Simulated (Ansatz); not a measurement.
# SnTe (Fm-3m): zone-centre modes under pressure, part 2 of 2

Aim: how do the optical modes of SnTe (Fm-3m) move with volume?

Ansatz 0.2.0; DFT LDA, scalar-relativistic, plane waves, PAW; PAW set soft_1.

So far, highest optical mode at the zone centre (no LO-TO term) (cm⁻¹): step 4 (modes at rest) 28.7.

The database entry behind the starting cell differs from later determinations by our own check (about 0.3 % short), so it need not match the best structure at ambient conditions.

**5. Ground state of a member: 1.04 times the volume at rest**

The cell is set to 1.04 times the volume at rest; symmetry leaves nothing else free, so this is a single point.

input.yaml reads:

```yaml
crystal:
  lattice:
    - [0.0, 3.1588742125, 3.1588742125]
    - [3.1588742125, 0.0, 3.1588742125]
    - [3.1588742125, 3.1588742125, 0.0]
  atoms:
    - { symbol: Sn, position: [0.0, 0.0, 0.0] }
    - { symbol: Te, position: [0.5, 0.5, 0.5] }
kpoints:
  mp_grid: { grid: [12, 12, 12] }
hamiltonian:
  xc: lda
  pseudopotentials: { kind: paw, azcp: { folder: soft_1 }, xc_functional: pbe }
scf:
  occupations: { method: gaussian, width: 0.01 }
output:
  forces: true
  stress: true
  eigenvalues: true
```

Run with:

```console
$ ansatz run input.yaml --threads 4 --pin off --max-ram 10240MiB --backend cpu --events-out ev --progress --plain --runs-dir out
```

Numbers of over 12 decimals in the logs are rounded to 6 here.

What it wrote:

```text
[...]
Crystal: 2 atoms, lattice volume = 63.042 Å³
Basis set: ecut = 420 eV, 1243 PW (Γ)
Bands: 19, of which v1, the nominal top of the filled ones, is band 15 counted from 1 (14 counted from 0)
Symmetry: 48 space group operations
[...]
k-points: 72 of 1728
[...]
SCF iter   1: F=—  HF=-12707.412839 eV  |F-HF|=—  |Δ(HF+E_count)|=         —  Δρ=1.05e-2  dr2=8.13e-2  ethr=3.10e-3  ⟨swp⟩=7.6  Hψ=8196  notcnv=0
[...]
SCF iter   6: F=-12707.396191 eV  HF=-12707.396191 eV  |F-HF|=1.02e-9  |Δ(HF+E_count)|=   2.18e-8  Δρ=4.25e-6  dr2=5.38e-9  ethr=3.33e-10  ⟨swp⟩=6.2  Hψ=6367  notcnv=0
SCF 1 converged in 6 iterations: F = -12707.396191 eV  dr2 = 5.38e-9
[...]
SCF converged after 6 iterations
Free energy (F): -12707.396191 eV
[...]
Internal energy: -12707.396191 eV  (E = F + TS)
E sigma→0 (E₀):  -12707.396191 eV
Fermi energy:    9.239020 eV
[...]
--- Stress (GPa, compression-positive) ---
       -1.818227       0.000000       0.000000
        0.000000      -1.818227       0.000000
        0.000000       0.000000      -1.818227
  P = ⅓ Tr σ = -1.8182 GPa (-18.182 kbar)
--- Band table (eV; the first three rows and the last of 72) ---
  k-point 0: bands = [... 11 lower, 4.3692, 7.1540, 7.1540, 7.1540, 12.5208, 12.5208, 12.5208, 14.0941]
  k-point 1: bands = [... 11 lower, 4.0519, 7.1644, 7.1644, 7.3791, 12.1970, 12.1970, 12.2009, 14.0162]
  k-point 2: bands = [... 11 lower, 3.3348, 7.1992, 7.1992, 7.8257, 11.5177, 11.5177, 11.5299, 14.0357]
  k-point 71: bands = [... 11 lower, 1.8225, 4.4938, 4.4938, 8.4318, 10.0513, 13.8678, 13.8678, 15.2285]
```

Wall time 2.1 s (4 threads of Arm Neoverse N1, shared host); peak memory 0.38 GiB; 7.6 s of CPU time.

This step gave:

```yaml
pressure: -1.818 GPa
gap_on_the_k_mesh: 0.08497 eV
volume_per_atom: 31.52 Å³
```

The forces vanish by symmetry, at a pressure of -1.82 GPa.

**6. Modes of this member: 1.04 times the volume at rest**

The zone-centre modes follow for 1.04 times the volume at rest.

input.yaml, as its differences from that of step 5:

```diff
@@ -16,4 +16,4 @@
 output:
-  forces: true
-  stress: true
   eigenvalues: true
+phonons:
+  method: dfpt
```

What it wrote:

```text
[...]
Crystal: 2 atoms, lattice volume = 63.042 Å³
Basis set: ecut = 420 eV, 1243 PW (Γ), exchange–correlation on 60×60×60 points (8 copies of the dense FFT grid, shifted against one another)
Bands: 19, of which v1, the nominal top of the filled ones, is band 15 counted from 1 (14 counted from 0)
Symmetry: 48 space group operations
k-points: 163 of 1728 (irreducible under 8 space group operations, time reversal used)
[...]
SCF iter   1: F=—  HF=-12707.412541 eV  |F-HF|=—  |Δ(HF+E_count)|=         —  Δρ=1.05e-2  dr2=8.14e-2  ethr=3.10e-3  ⟨swp⟩=7.6  Hψ=18644  notcnv=0
[...]
SCF iter   8: F=-12707.396192 eV  HF=-12707.396192 eV  |F-HF|=1.82e-12  |Δ(HF+E_count)|=  1.38e-10  Δρ=5.32e-8  dr2=1.25e-12  ethr=1.00e-12  ⟨swp⟩=5.3  Hψ=17154  notcnv=0
SCF 1 converged in 8 iterations: F = -12707.396192 eV  dr2 = 1.25e-12
[...]
SCF converged after 8 iterations
Free energy (F): -12707.396192 eV
[...]
Internal energy: -12707.396192 eV  (E = F + TS)
E sigma→0 (E₀):  -12707.396192 eV
Fermi energy:    9.239021 eV
[...]
--- Band table (eV; the first three rows and the last of 163) ---
  k-point 0: bands = [... 11 lower, 4.3692, 7.1540, 7.1540, 7.1540, 12.5208, 12.5208, 12.5208, 14.0941]
  k-point 1: bands = [... 11 lower, 4.0519, 7.1644, 7.1644, 7.3792, 12.1970, 12.1970, 12.2009, 14.0162]
  k-point 2: bands = [... 11 lower, 3.3348, 7.1992, 7.1992, 7.8257, 11.5177, 11.5177, 11.5299, 14.0357]
  k-point 162: bands = [... 11 lower, 1.8225, 4.4938, 4.4938, 8.4318, 10.0513, 13.8678, 13.8678, 15.2285]
[...]
ASR residual: 3.356e-5 → 0.000e0 eV/Å²; symmetrization residual: 1.593e-5 eV/Å²
  ASR residual per site (eV/Å²): 3.36e-5 1.61e-5
  Γ frequencies (cm⁻¹): -36.19 -36.19 -36.19 0.00 0.00 0.00
[...]
```

Elapsed: 23 s, on 4 threads; peak memory 0.78 GiB; 86 s of CPU time.

This step gave:

- gap on the k-mesh: 0.08498 eV
- sum-rule residual before enforcement: 3.36e-5 eV/Å²
- highest optical mode at the zone centre (no LO-TO term): -36.19 cm⁻¹
- lowest optical zone-centre mode: -36.19 cm⁻¹

Without the LO-TO term. Patterns of degenerate modes are one choice out of their space. The modes at Γ (shares of kinetic energy by element, %) (negative means imaginary):

```
mode  frequency (cm⁻¹)  symmetry  Sn %  Te %
   1             -36.2       T1u    52    48
   2             -36.2       T1u    52    48
   3             -36.2       T1u    52    48
   4               0.0  acoustic    48    52
   5               0.0  acoustic    48    52
   6               0.0  acoustic    48    52
```

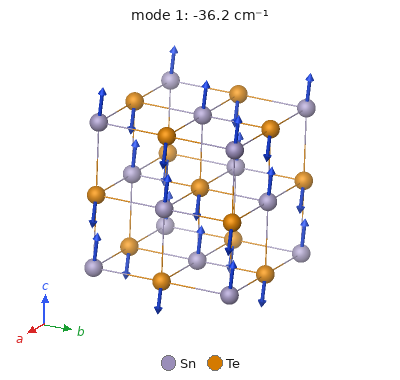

Displacement patterns of mode 1 at Γ; arrows are exaggerated. Some periodic images of atoms are drawn too.

The optical mode without the LO-TO term lies at -36.2 cm⁻¹.

Between step 4 and this run (volume ratio 1.04) the value for the highest optical mode at the zone centre (no LO-TO term) moves from 28.7 cm⁻¹ to -36.2 cm⁻¹.

**7. Ground state of a member: 0.9 times the volume at rest**

The cell is set to 0.9 times the volume at rest; symmetry leaves nothing else free, so this is a single point.

input.yaml, the sections that differ from step 6:

```yaml
crystal:
  lattice:
    - [0.0, 3.0102464705, 3.0102464705]
    - [3.0102464705, 0.0, 3.0102464705]
    - [3.0102464705, 3.0102464705, 0.0]
  atoms:
    - { symbol: Sn, position: [0.0, 0.0, 0.0] }
    - { symbol: Te, position: [0.5, 0.5, 0.5] }
output:
  forces: true
  stress: true
  eigenvalues: true
# kpoints, hamiltonian, scf: as in step 6
# phonons: removed
```

What it wrote:

```text
[...]
Crystal: 2 atoms, lattice volume = 54.555 Å³
Basis set: ecut = 420 eV, 1067 PW (Γ)
Bands: 19, of which v1, the nominal top of the filled ones, is band 15 counted from 1 (14 counted from 0)
Symmetry: 48 space group operations
[...]
k-points: 72 of 1728
[...]
--- Band table (eV; the first three rows and the last of 72) ---
  k-point 0: bands = [... 11 lower, 7.3449, 9.0862, 9.0862, 9.0862, 15.1684, 15.1684, 15.1684, 16.1849]
  k-point 1: bands = [... 11 lower, 6.7427, 9.0967, 9.0967, 9.5624, 14.7525, 14.7525, 14.7867, 16.0991]
  k-point 2: bands = [... 11 lower, 5.6609, 9.1333, 9.1333, 10.2597, 13.9323, 13.9323, 14.0536, 16.1397]
  k-point 71: bands = [... 11 lower, 3.6261, 5.8760, 5.8760, 10.7994, 12.3993, 16.1809, 16.1809, 18.3105]
[key lines of the parts left out:]
SCF converged after 6 iterations
Free energy (F): -12707.294466 eV
Fermi energy:    11.592477 eV
P = ⅓ Tr σ = 6.7499 GPa (67.499 kbar)
```

Run time: 1.8 s. Hardware: 4 threads; peak memory 0.37 GiB.

This step gave:

| Property | Result |
| --- | --- |
| pressure | 6.750 GPa |
| gap on the k-mesh | 0.2363 eV |
| volume per atom | 27.28 Å³ |

The forces vanish by symmetry, at a pressure of 6.75 GPa.

**8. Zone-centre modes of the member: 0.9 times the volume at rest**

The zone-centre modes follow for 0.9 times the volume at rest.

input.yaml, as its differences from that of step 7:

```diff
@@ -16,4 +16,4 @@
 output:
-  forces: true
-  stress: true
   eigenvalues: true
+phonons:
+  method: dfpt
```

What it wrote:

```text
[...]
Crystal: 2 atoms, lattice volume = 54.555 Å³
Basis set: ecut = 420 eV, 1067 PW (Γ), exchange–correlation on 60×60×60 points (8 copies of the dense FFT grid, shifted against one another)
Bands: 19, of which v1, the nominal top of the filled ones, is band 15 counted from 1 (14 counted from 0)
Symmetry: 48 space group operations
k-points: 163 of 1728 (irreducible under 8 space group operations, time reversal used)
[...]
k-point 1: bands = [... 11 lower, 6.7427, 9.0967, 9.0967, 9.5624, 14.7525, 14.7525, 14.7867, 16.0991]
  k-point 2: bands = [... 11 lower, 5.6609, 9.1333, 9.1333, 10.2597, 13.9323, 13.9323, 14.0536, 16.1397]
  k-point 162: bands = [... 11 lower, 3.6261, 5.8760, 5.8760, 10.7994, 12.3993, 16.1810, 16.1810, 18.3105]
[...]
ASR residual: 3.988e-5 → 0.000e0 eV/Å²; symmetrization residual: 3.547e-6 eV/Å²
  ASR residual per site (eV/Å²): 3.99e-5 2.88e-5
  Γ frequencies (cm⁻¹): 0.00 0.00 0.00 80.11 80.11 80.11
[...]
[key lines of the parts left out:]
SCF converged after 8 iterations
Free energy (F): -12707.294467 eV
Fermi energy:    11.592474 eV
```

Elapsed: 19 s, on 4 threads; peak memory 0.73 GiB; 72 s of CPU time.

This step gave:

```yaml
sum_rule_residual_before_enforcement: 3.99e-5 eV/Å²
highest_optical_mode_at_the_zone_centre_no_lo_to_term: 80.11 cm⁻¹
lowest_optical_zone_centre_mode: 80.11 cm⁻¹
```

Without the LO-TO term. Patterns of degenerate modes are one choice out of their space. Modes at Γ, with each element's share of the kinetic energy:

```
mode  frequency (cm⁻¹)  symmetry  Sn %  Te %
   1               0.0  acoustic    48    52
   2               0.0  acoustic    48    52
   3               0.0  acoustic    48    52
   4              80.1       T1u    52    48
   5              80.1       T1u    52    48
   6              80.1       T1u    52    48
```

The optical mode without the LO-TO term lies at 80.1 cm⁻¹.

For the highest optical mode at the zone centre (no LO-TO term), step 4 gave 28.7 cm⁻¹; this run, with volume ratio 0.9, gives 80.1 cm⁻¹ (+179 %).

**9. All members side by side**

The members are set side by side, also those not shown above.

Each row is one cell with its response, relaxed at fixed volume as far as symmetry leaves anything free; energies are extrapolated to zero smearing, and E0 is that at rest; imaginary frequencies occur in the series; members with a gap under 0.05 eV are left out; shape and atoms are relaxed in each cell where symmetry leaves them free. State of the crystal along the series:

```
volume ratio  V (Å³/atom)  pressure (GPa)  E - E0 (meV/atom)  gap on mesh (eV)
         0.9        27.28            6.75              57.99            0.2362
        0.92        27.88           5.085              35.66            0.2855
        0.94        28.49           3.596              19.29            0.3103
        0.96         29.1           2.263              8.253            0.3188
        0.98         29.7            1.07              1.989             0.259
        0.99           30          0.5201             0.4905            0.2282
           1        30.31        -5.90e-5                  0            0.1982
        1.02        30.91         -0.9588               1.85            0.1402
        1.04        31.52          -1.818               7.13           0.08497
```

Each mode is tracked from rest by its pattern, and modes that stay within 0.3 cm⁻¹ of each other stand once; imaginary frequencies occur in the series; members with a gap under 0.05 eV are left out; shape and atoms are relaxed in each cell where symmetry leaves them free. Optical modes along the series:

```
V (Å³/atom)  mode 4 T1u (cm⁻¹)
      27.28              80.11
      27.88              71.93
      28.49              63.27
       29.1              53.81
       29.7               42.9
         30              36.45
      30.31              28.68
      30.91             -13.88
      31.52             -36.19
```

**10. What came out**

- members: 9
- highest optical mode at the zone centre (no LO-TO term), at rest: 28.68 cm⁻¹
- bulk modulus at rest: 50.6 GPa

**Reading.** The series spans -1.8 to 6.7 GPa, and the slope at rest gives a bulk modulus of 51 GPa. A mode is imaginary at volume ratio 1.02 and 1.04, where this structure is not a minimum. The gap on the mesh falls to 0.08 eV within the series. One k mesh and one cutoff serve the ground states and modes of all volumes. At volume ratio 1.06 the gap on the mesh is under 0.05 eV, where mesh and smearing no longer suit, so this member is left out. These are harmonic frequencies at zero temperature: anharmonic shifts, linewidths and thermal expansion are left out. Spin-orbit coupling is left out, which can matter for the heavy elements here. The PAW files were made for PBE; the program adapts parts of them to the functional of the run, but their partial waves stay those of PBE, an approximation that was not tested in this session. Only the zone centre was solved, so an instability at another wavevector cannot show here.

[Logs are printed without paths, hosts, clocks, repeated set-up lines and the standing remarks that a program may print on its own settings, such as how far it seeks lower states.]

[Hosts, paths, dates, database ids (printed as entryN), source tags and the programs' standing remarks are cut or masked in the printed files.]
